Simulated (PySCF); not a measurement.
# C5H7Ga: electronic excitations

What electronic excitations should C5H7Ga (`C#[C][GaH]/[CH]=C\C`) show?

The runs use PySCF 2.14.0, with density-fitted response routines of our own; the level of theory stands in each step. All values are computed, except where a source is named. Atoms count from 0, in the outputs and in this text.

## Step 1: Starting geometry

13 atoms, charge 0, multiplicity 1; geometry from: GFN2-xTB.

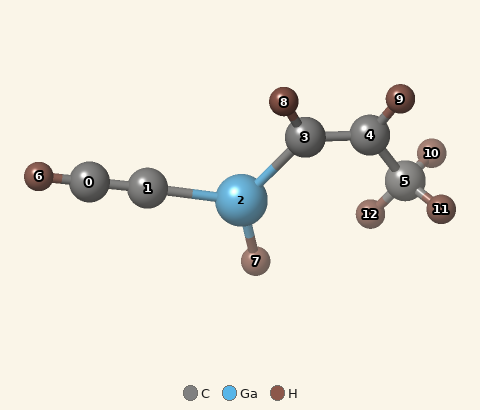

The starting geometry (carbon grey, gallium blue, hydrogen brown), atoms numbered.

## Step 2: Excited states and response: CAM-B3LYP/def2-SVPD

What the job is given:

```
{"job": {"kind": "uv", "xc": "CAM-B3LYP", "basis": "def2-SVPD", "nstates": 8, "ntriplets": 3}, "charge": 0, "multiplicity": 1}
C      4.001932    -0.301691    -1.003811
C      2.873199    -0.011644    -0.680418
Ga     1.052465     0.522084    -0.163410
C     -0.340747    -0.909349     0.003853
C     -1.634945    -0.731411     0.255654
C     -2.266948     0.604923     0.457671
H      4.987160    -0.558126    -1.284510
H      0.904890     2.074454     0.083647
H      0.027861    -1.929582    -0.130751
H     -2.314057    -1.578513     0.329467
H     -3.078949     0.751243    -0.255143
H     -2.693605     0.672697     1.459079
H     -1.522644     1.395401     0.327201
```

Level: TDDFT CAM-B3LYP/def2-SVPD, vertical, gas phase, core orbitals frozen in the response.

Run with:

```sh
$ OMP_NUM_THREADS=1 python probes_run.py task.json out
```

The driver reads the jobs from task.json and runs them one after another.

Predict these results of the whole session: lowest singlet (CAM-B3LYP/def2-SVPD); brightest single state of those computed; lowest triplet; surface potential, least and greatest.

The runs gave:

| quantity | value |
| --- | --- |
| lowest singlet (CAM-B3LYP/def2-SVPD) | 4.59 eV (270 nm), f = 0.000 |
| brightest single state of those computed | state 2, 5.27 eV, f = 0.233 |
| lowest triplet | 3.87 eV |
| surface potential, least and greatest | -0.97 V and 2.28 V |

The lowest singlet, at 4.59 eV, is HOMO−1→LUMO 0.81, HOMO→LUMO 0.13 and is dark; of the 8 states computed, the strongest absorption comes from state 2 at 5.27 eV. The lowest triplet lies 0.72 eV below the lowest singlet (triplets in Tamm-Dancoff, singlets in full TDDFT). At CAM-B3LYP/def2-SVPD, counted by nearest atom on the grid, the HOMO lies on C3 36 %; C4 26 %, the LUMO on Ga2 46 %; H7 12 %.
